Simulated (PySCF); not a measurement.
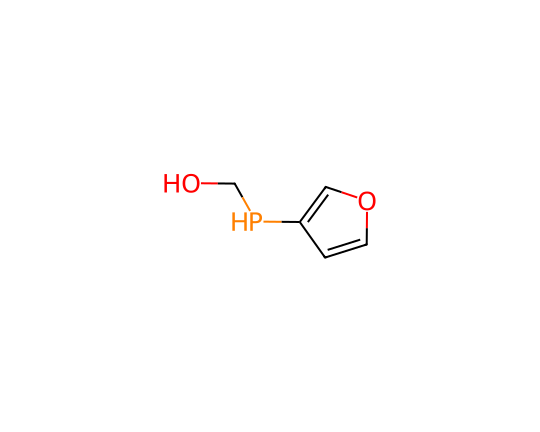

A structural formula.

Give its SMILES.

Answer. OCPc1ccoc1

What is the molecular formula?

Answer. C5H7O2P.

An optimisation with GFN2-xTB gave a structure of which point group?

Answer. C1. Other conformers may differ.

The parts below concern this one geometry. Atoms keep their numbers from picture to picture. Computed geometry: GFN2-xTB optimisation. No frequency run is at hand to confirm it as a minimum.

Shape

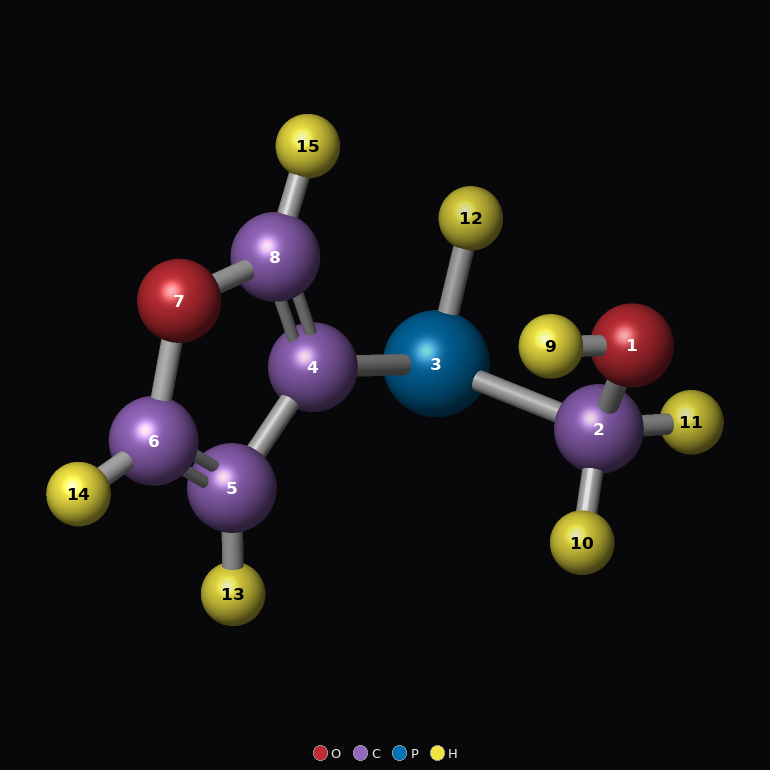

No frequency run is at hand to confirm it as a minimum.

What is the geometry at C8?

Answer. C8 has 3 neighbours (C4 at 1.37, O7 at 1.34, H15 at 1.07 Å); the arrangement is trigonal planar.

How are the neighbours of atom 1 arranged?

Answer. O1 has 2 neighbours (C2 at 1.40, H9 at 0.97 Å); the arrangement is bent.

What is the geometry at P3?

Answer. P3 has 3 neighbours (C2 at 1.88, C4 at 1.82, H12 at 1.40 Å); the arrangement is trigonal pyramidal.

Describe the coordination of atom 7.

Answer. O7 has 2 neighbours (C6 at 1.34, C8 at 1.34 Å); the arrangement is bent.

What is the dihedral angle C5–C6–O7–C8?

Answer. 0° in size, that is syn (eclipsed).

Dipole moment

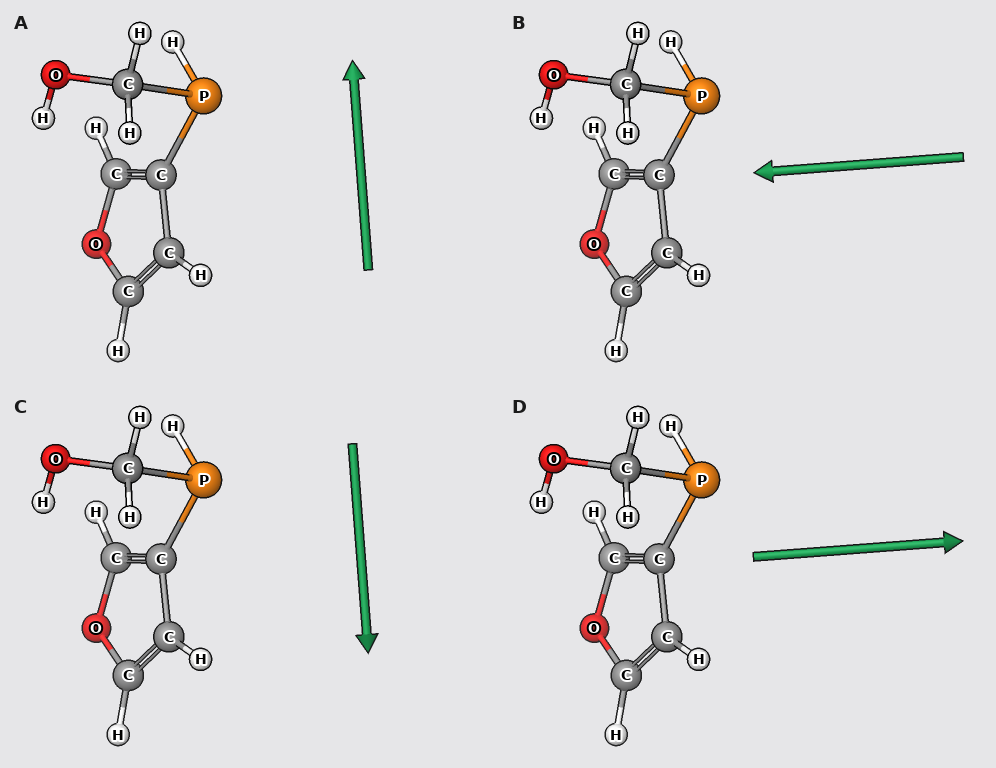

The same molecule four times, each with an arrow. No frequency run is at hand to confirm it as a minimum. Level of theory: PBE0/def2-SVPD, gas phase (PySCF 2.14.0).

Which arrow points along the dipole moment, from the negative to the positive end?

Answer. C. The dipole moment is 1.46 D.

Excitation

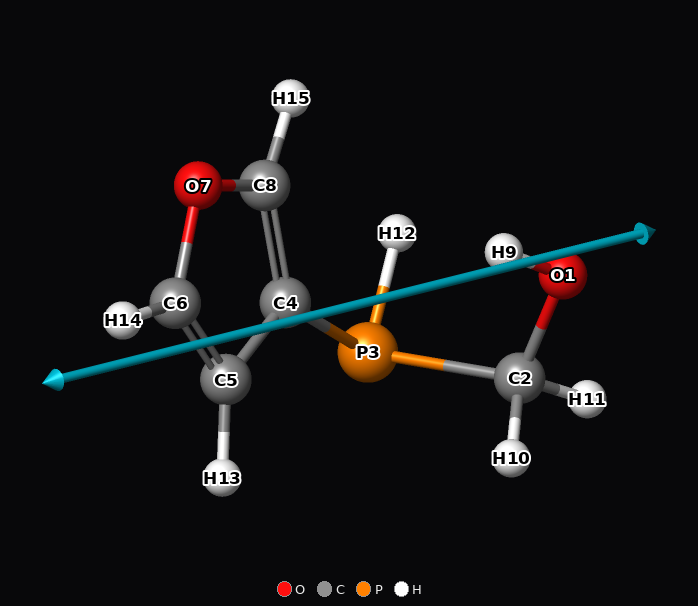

The double arrow shows the direction of the transition dipole to excited singlet state 4 (its length means nothing). No frequency run is at hand to confirm it as a minimum. Method: TDDFT PBE0/def2-SVPD, vertical, gas phase, core orbitals frozen in the response (PySCF 2.14.0).

Give its energy, strength and character.

Answer. 6.30 eV (197 nm), oscillator strength 0.18, of mixed character, with the largest part HOMO−1 → LUMO (weight 0.48); transition dipole 2.75 D.

Polarisability

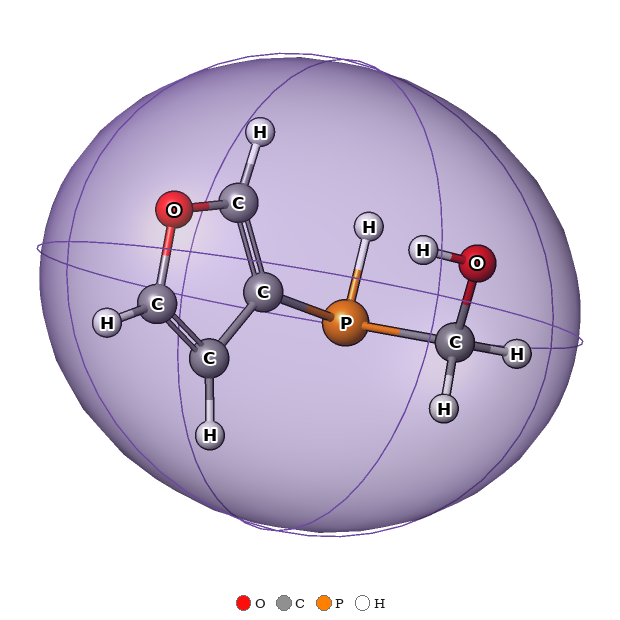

The ellipsoid shows the static dipole polarisability: its half-axes are proportional to the principal values. No frequency run is at hand to confirm it as a minimum. Level of theory: PBE0/def2-SVPD (PySCF 2.14.0).

How large and how anisotropic is the polarisability?

Answer. Principal values 74.2, 84.4, 108.7 bohr³; mean 89.1 bohr³ (13.20 Å³); anisotropy 30.7 bohr³, so the longest axis is 1.46 times the shortest.

The geometry is semi-empirical. Around P such bond lengths and angles can be off by a tenth of an ångström or more and by several degrees, and values that hang on the shape move with them.
